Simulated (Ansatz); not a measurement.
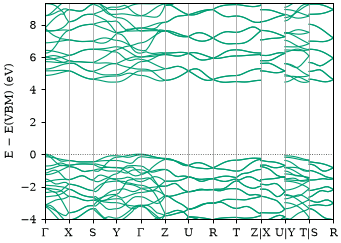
Band structure from LDA (plane waves, PAW; program Ansatz)

The gap is 4.33 eV; an edge lies off the plotted path or next to a special point (maximum on the Y–Γ line, 94 % of the way from Y, minimum off the standard path).

The material is HfO2 in space group Pca2_1 (No. 29; Hf on 4a, O on 4a, O on 4a).

Symmetry was held in the LDA relaxation; phonons on a q-mesh show no instability. The run is not spin-polarised. Scalar-relativistic: spin–orbit coupling is off unless named, which matters more the heavier the elements.

Potentials: the later of the program's two PAW sets.
